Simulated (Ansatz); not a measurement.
# Calculations on C₄H₈FN

## 1. Relaxation

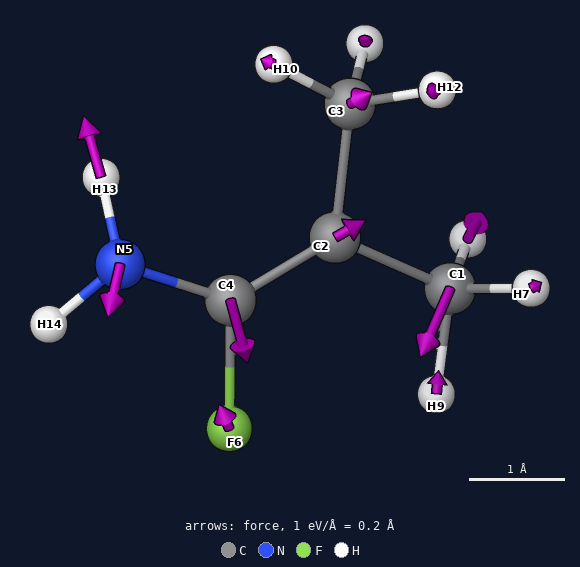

Starting geometry of C4H8FN with the computed forces as purple arrows. Style: ball-and-stick. Shown at a tilt.

The run prepares an end point of a later path (torsion) calculation, from a guessed geometry.

Method: Ansatz, RKS PBE/def2-SVP. Set-up: no spin polarisation; force threshold 0.015 eV/Å; at most 40 steps.

### Is this structure relaxed? If not, where do the atoms go?

It isn't relaxed: the largest force vector, on a C atom, is 4.58 eV/Å. The final displacements have little in common with the starting forces (cosine between the two patterns 0.07). Over 14 accepted moves (16 points after the start) the energy falls by 13.8 kcal/mol. Largest force component: 3.9 eV/Å at the start, 0.0094 eV/Å at the end. The line search rejected the trial steps at points 8, 13 of the run. The atom that moves furthest after the best rigid fit is an H atom (0.62 Å). By element the largest moves are H 0.62 Å, N 0.17 Å, C 0.13 Å, F 0.12 Å. Near-neighbour distances that change, for instance: C–H 1.034 → 1.113 Å, C–F 1.426 → 1.358 Å, H–N 0.957 → 1.021 Å, C–N 1.343 → 1.389 Å. Bond angles that change, for instance: H–C–H 112.4° → 106.2°, C–C–C 126.9° → 121.1°, C–C–F 114.7° → 120.3°. Groups turn about C–N by about 25°. The run took 38 s on 2 threads of Arm Neoverse V2, on a shared host, peak memory 0.16 GiB.

## 2. Relaxation

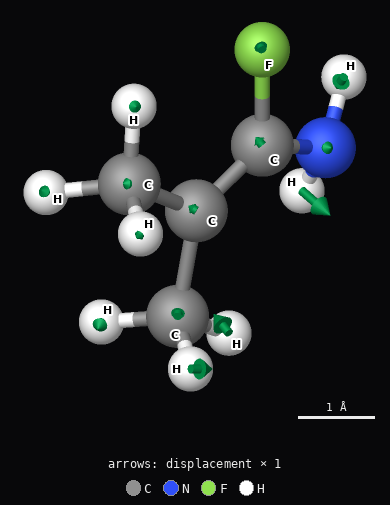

This is a relaxation of C4H8FN. The starting structure is drawn; green arrows show the displacements, at their true length. The two geometries are superimposed by the best rigid fit.

Style: ball-and-stick. Shown from a free direction.

The run prepares an end point of a later path (torsion) calculation, from a guessed geometry.

Method: RKS PBE/def2-SVP (Ansatz 0.2.0).

Input file:
```yaml
crystal:
  periodic: [false, false, false]
  atoms:
    - { symbol: C, position_ang: [-0.7757, -0.7881, 1.3638] }
    - { symbol: C, position_ang: [-0.0674, -0.0952, 0.2275] }
    - { symbol: C, position_ang: [1.3674, -0.4296, 0.1785] }
    - { symbol: C, position_ang: [-0.5977, 0.7433, -0.6437] }
    - { symbol: "N", position_ang: [-1.82232, 1.28237, -0.75637] }
    - { symbol: F, position_ang: [0.3211, 1.2693, -1.5995] }
    - { symbol: H, position_ang: [-0.3802, -0.4365, 2.3215] }
    - { symbol: H, position_ang: [-0.7161, -1.8161, 1.266] }
    - { symbol: H, position_ang: [-1.8826, -0.4632, 1.396] }
    - { symbol: H, position_ang: [1.9525, 0.1119, -0.5584] }
    - { symbol: H, position_ang: [1.5241, -1.5019, 0.03] }
    - { symbol: H, position_ang: [1.8869, -0.1764, 1.1685] }
    - { symbol: H, position_ang: [-2.27579, 1.35068, 0.08391] }
    - { symbol: H, position_ang: [-1.79982, 2.15377, -1.2815] }
basis:
  gaussian: { orbitals: def2-SVP }
hamiltonian:
  xc: pbe
relax:
  f_tol: 0.015
  max_steps: 40
```

Run as
```bash
ansatz run input.yaml --threads 2 --pin off --max-ram 3072MiB --backend cpu --events-out ev --progress --plain --runs-dir out
```

Question: Which element moves most?

Answer: Hydrogen: up to 0.60 Å, against 0.16 Å for carbon.

Question: Describe the change and its energy.

Answer: The largest move after the best rigid fit is that of H13, 0.60 Å. By element the largest moves are H 0.60 Å, C 0.16 Å, F 0.15 Å, N 0.14 Å. Near-neighbour distances that change, for instance: C1–H8 1.034 → 1.114 Å, C4–F6 1.426 → 1.358 Å, N5–H13 0.957 → 1.021 Å, C4–N5 1.343 → 1.389 Å. Among the angles between lasting bonds that change: H7–C1–H8 112.4° → 106.2°, C2–C4–F6 114.7° → 120.4°, C1–C2–C4 126.9° → 121.7°. Groups turn about C4–N5 by about 25°. Over 10 accepted moves (13 points after the start) the energy falls by 0.617 eV. Largest force component: 3.9 eV/Å at the start, 0.013 eV/Å at the end. The line search rejected the trial steps at points 3, 7, 11 of the run.

## 3. Path

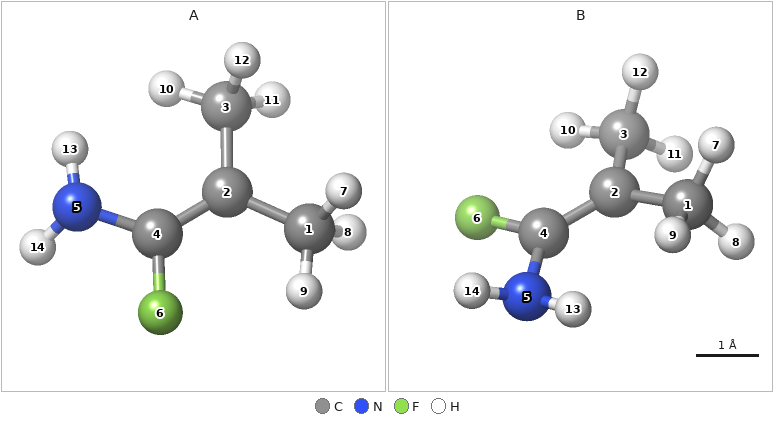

The two relaxed end points of a path for C₄H₈FN. Style: ball-and-stick. Shown at a tilt.

Theory: RKS PBE/def2-SVP in Ansatz 0.2.0.

Input
```yaml
crystal:
  periodic: [false, false, false]
  atoms:
    - { symbol: C, position_ang: [-0.82782, -0.756172, 1.396307] }
    - { symbol: C, position_ang: [-0.085436, -0.150614, 0.23451] }
    - { symbol: C, position_ang: [1.381622, -0.471386, 0.114946] }
    - { symbol: C, position_ang: [-0.70821, 0.681893, -0.637675] }
    - { symbol: "N", position_ang: [-0.167293, 1.479512, -1.638152] }
    - { symbol: F, position_ang: [-2.046141, 0.893741, -0.547114] }
    - { symbol: H, position_ang: [-0.369575, -0.461767, 2.367735] }
    - { symbol: H, position_ang: [-0.794264, -1.8683, 1.36156] }
    - { symbol: H, position_ang: [-1.889425, -0.448466, 1.41522] }
    - { symbol: H, position_ang: [1.810902, -0.205815, -0.873524] }
    - { symbol: H, position_ang: [1.556848, -1.560519, 0.256269] }
    - { symbol: H, position_ang: [1.993254, 0.045156, 0.889844] }
    - { symbol: H, position_ang: [0.831117, 1.334751, -1.795537] }
    - { symbol: H, position_ang: [-0.69848, 1.458688, -2.51539] }
basis:
  gaussian: { orbitals: def2-SVP }
hamiltonian:
  xc: pbe
neb:
  order_check: false
  images: 5
  f_tol: 0.05
  max_iterations: 60
  initial_path: idpp
  final_atoms:
    - { symbol: C, position_ang: [-0.79178567, -0.51549449, 1.12164464] }
    - { symbol: C, position_ang: [0.2438808, -0.11873234, 0.10202698] }
    - { symbol: C, position_ang: [1.64870141, -0.61466911, 0.32030594] }
    - { symbol: C, position_ang: [-0.07773344, 0.61603967, -0.99277489] }
    - { symbol: "N", position_ang: [-1.32801672, 0.99483513, -1.46502152] }
    - { symbol: F, position_ang: [0.8881631, 1.01928323, -1.85779371] }
    - { symbol: H, position_ang: [-0.40247863, -0.3684479, 2.153125] }
    - { symbol: H, position_ang: [-1.07277774, -1.59116032, 1.04583195] }
    - { symbol: H, position_ang: [-1.72898038, 0.07498008, 1.04833737] }
    - { symbol: H, position_ang: [2.33139967, -0.29158085, -0.48694682] }
    - { symbol: H, position_ang: [1.68278595, -1.7267711, 0.37150106] }
    - { symbol: H, position_ang: [2.06203526, -0.24685416, 1.28644979] }
    - { symbol: H, position_ang: [-2.09849343, 0.77069401, -0.83318952] }
    - { symbol: H, position_ang: [-1.36960118, 1.96858015, -1.78449727] }
```

Launched with:
```bash
ansatz run input.yaml --threads 2 --pin off --max-ram 3072MiB --backend cpu --events-out ev --progress --plain --runs-dir out
```

> Predict the minimum-energy path and its barrier.

The two ends have the same energy, and the highest point, image 3, lies 2.24 eV above the start. The motion is a rotation about the C2–C4 bond by about 180°. No bond forms or breaks between the ends. Bond angles that change up to the highest image, for instance: C4–N5–H14 113.7° → 122.4°, H13–N5–H14 111.8° → 120.5°. The band converged in 26 iterations. The largest component of the band force went from 1.8 to 0.038 eV/Å. The climbing image converged on the top of the path. Its vibrational analysis gives one imaginary mode (477i cm⁻¹), as a transition state must have.

Energies of the converged images:

```csv
image,path (Å),E (eV)
0,0.00,0.000
1,1.25,0.056
2,2.49,0.816
3,3.74,2.243
4,5.31,0.493
5,6.89,0.020
6,8.47,0.000
```

The geometry at the top of the path:

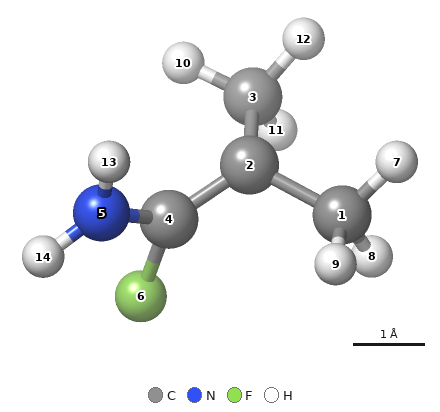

Cost: 4.3 min on 2 threads of Arm Neoverse V2, with other jobs on the host, peak memory 0.16 GiB.
